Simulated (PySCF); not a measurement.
# C2H10NO, charge +1, SMILES `[NH4+].CCO`: electronic structure

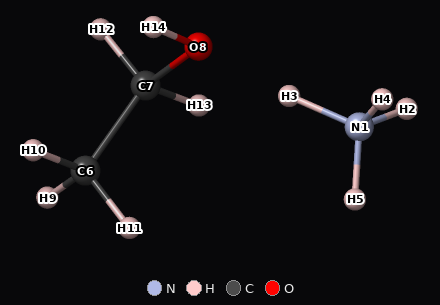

The molecule, with its atoms numbered as below. The pair's geometry is semi-empirical, so its contact may be too short or too long.

Geometry (Å), atoms numbered from 1:

```
N1      -2.3131    0.3604   -0.0566
H2      -2.6580    0.0789   -0.9778
H3      -1.3310   -0.1138    0.1140
H4      -2.9712    0.0415    0.6584
H5      -2.2329    1.3790   -0.0187
C6       1.7680    0.7854    0.1743
C7       1.0900   -0.4093   -0.4722
O8      -0.0450   -0.8632    0.2856
H9       2.6119    1.0921   -0.4351
H10      2.1416    0.5286    1.1633
H11      1.0869    1.6290    0.2648
H12      1.7924   -1.2396   -0.5768
H13      0.7003   -0.1590   -1.4604
H14      0.2636   -1.1103    1.1673
```

## 1. Bonding charge

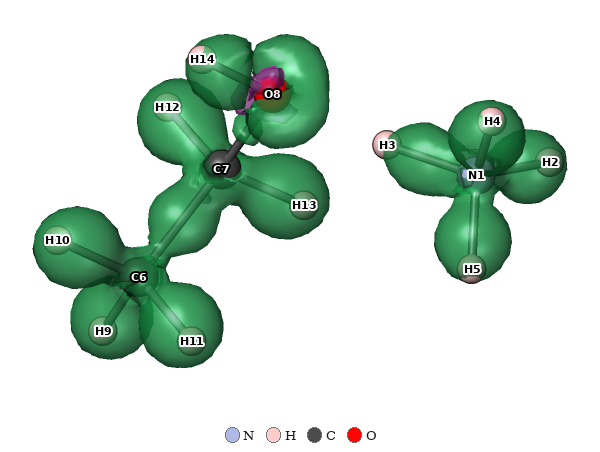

Deformation density (molecule less spherical, spin-averaged free atoms at the same positions), surfaces at ±0.2 e/Å³; green: gain, purple: loss.

PySCF calculation, PBE/6-311+G**, gas phase; geometry: GFN2-xTB.

Describe the bonding that the map shows.

Answer. The five largest and four smallest: O8–H14: +0.79 e/Å³ at the bond critical point (bond length 0.97 Å). N1–H5: +0.78 e/Å³ at the bond critical point (bond length 1.02 Å). N1–H4: +0.78 e/Å³ at the bond critical point (bond length 1.02 Å). N1–H2: +0.78 e/Å³ at the bond critical point (bond length 1.02 Å). C7–H12: +0.73 e/Å³ at the bond critical point (bond length 1.09 Å). N1–H3: +0.51 e/Å³ at the bond critical point (bond length 1.10 Å). C6–C7: +0.46 e/Å³ at the bond critical point (bond length 1.52 Å). H3–O8: −0.01 e/Å³ at the bond critical point (bond length 1.50 Å). C7–O8: −0.04 e/Å³ at the bond critical point (bond length 1.44 Å); up to 0.6 Å beside the axis the gain reaches +0.28 e/Å³. In all, 2.4 electrons gather in the regions of gain relative to the promolecule of neutral atoms (the regions of loss give up this much and the cation's charge besides). A small or negative value marks a very polar bond, one between electron-rich atoms, whose free-atom densities already overlap strongly, a long bond to a heavier atom, or a closed-shell contact such as a hydrogen bond.

Where do the Hirshfeld charges lie?

Answer. The highest Hirshfeld charge is on H2 (+0.21 e), the lowest on O8 (−0.13 e).

```csv
atom,charge (e)
N1,−0.01
H2,+0.21
H3,+0.12
H4,+0.21
H5,+0.20
C6,−0.10
C7,+0.03
O8,−0.13
H9,+0.07
H10,+0.05
H11,+0.04
H12,+0.06
H13,+0.06
H14,+0.19
```

## 2. Bond critical points

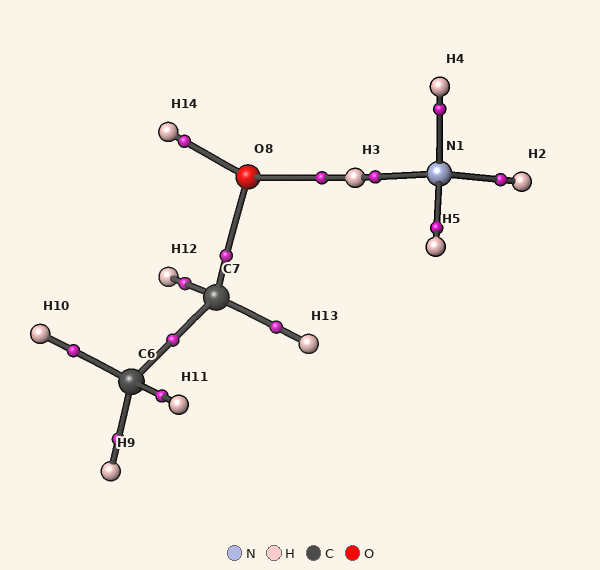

Molecular graph of the electron density (QTAIM): bond paths, bond critical points (magenta), ring points (cyan, if any); weak paths are dashed.

How many critical points of each kind are there, and does the count close?

Answer. 14 nuclei, 13 bond, 0 ring and 0 cage critical points: 14 − 13 + 0 − 0 = 1, as the Poincaré–Hopf relation requires.

What does the calculation give at each kind of bond critical point?

Answer.
```
  bond  length (Å)  ρ (a.u.)  ∇²ρ (a.u.)     ε  H (a.u.)
O8–H14       0.966     0.360       −2.49  0.02    −0.692
 N1–H5       1.023     0.330       −1.64  0.01    −0.456
 N1–H4       1.023     0.329       −1.64  0.01    −0.456
 N1–H2       1.023     0.329       −1.64  0.01    −0.455
C7–H12       1.093     0.282       −0.96  0.04    −0.276
C7–H13       1.091     0.282       −0.96  0.04    −0.277
 C6–H9       1.085     0.276       −0.92  0.01    −0.272
C6–H10       1.088     0.274       −0.90  0.01    −0.270
C6–H11       1.088     0.274       −0.90  0.01    −0.270
 N1–H3       1.104     0.259       −1.14  0.00    −0.335
 C6–C7       1.518     0.246       −0.55  0.03    −0.198
 C7–O8       1.438     0.234       −0.29  0.03    −0.298
 H3–O8       1.498     0.079       +0.14  0.06    −0.025
```

What kind of interaction is N1–H5?

Answer. Shared-shell (covalent): ρ = 0.330, ∇²ρ = −1.64, H = −0.456 a.u.

## 3. Electrostatic potential

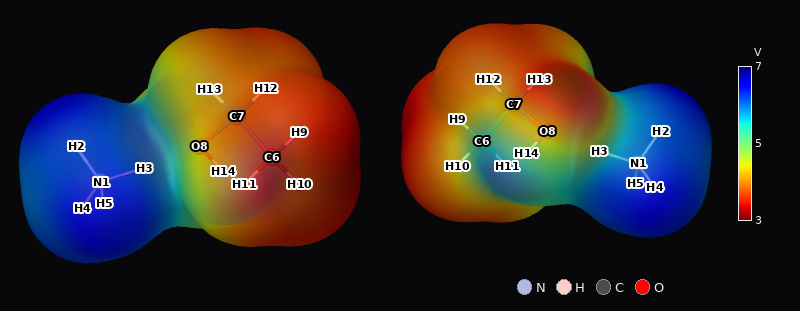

Electrostatic potential on the surface of electron density 0.001 a.u. (back view left, front view right).

Where are the extremes of the potential on the surface?

Answer. Highest: 6.67 V, 1.2 Å from H5. Lowest: 3.09 V, 1.9 Å from O8. Further minima include 3.56 V, 1.5 Å from H12; 5.90 V, near H5 (1.74 Å), H4 (1.74 Å), H2 (1.82 Å) and N1 (1.82 Å). The surface is sampled at points, so like sites can differ by a few per cent and only the strongest of them is named.

The PySCF run shown took 20 s on 1 thread of Arm Neoverse V2, on a shared host.
